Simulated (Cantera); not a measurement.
Charge: 1 mol C2H4, 0.57 mol O2, 26 mol H2, held at 69.8 Torr.

Method: chemical equilibrium by Gibbs-energy minimisation in Cantera with the NASA 1993 tables (ideal gas, pure condensed phases). Candidate condensed phases: C, C6H6, C7H8, C8H18, H2O; 110 gas species. Rates play no part.

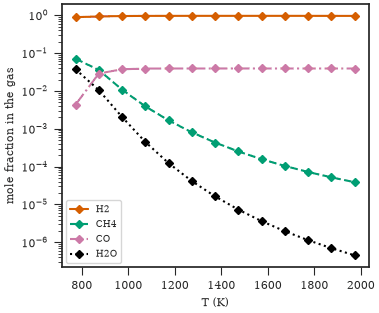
Equilibrium gas composition (values under 1e-9 drawn at 1e-9)

Task: Read off the mole fractions at 1473 K.

Result: H2 about 0.96, CO about 0.039, CH4 about 0.00025, H2O about 7.3e-6.
